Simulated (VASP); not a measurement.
Given:

```xyz
4
Lattice="-2.1444 2.1444 4.6485 2.1444 -2.1444 4.6485 2.1444 2.1444 -4.6485" Properties=species:S:1:pos:R:3 pbc="T T T"
Hf     0.0000     2.1444     2.3242
Hf     2.1444     0.0000     2.3242
Hf     2.1444     2.1444     0.0000
Bi     2.1444     2.1444     4.6485
```

Method: LDA (Ceperley-Alder, Perdew-Zunger), VASP's LDA PAW potentials (set 64) (plane waves; VASP). Numerical set-up: 400 eV cut-off, 11×11×11 Γ-centred mesh, tetrahedra with Blöchl corrections, potentials Hf_pv Bi_d.

Unless said otherwise, spin-orbit coupling is left out, though it shifts the bands of the heavy elements here.

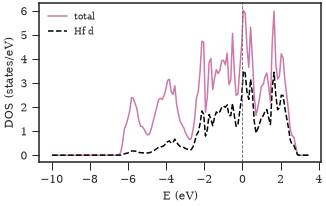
Figure: Total and projected density of states, zero at the Fermi level

Within 2 eV below the Fermi level the largest weight inside VASP's projection spheres is Hf d, then Hf p.

It has no gap at this level: it comes out as a metal or semimetal.

The structure comes from a computed database's Hf3Bi entry (I4/mmm); how it stands against other phases isn't given here. It was relaxed first, which changed the volume by -7 %. The electron count is odd and the run is not spin-polarised, which forces a metal.
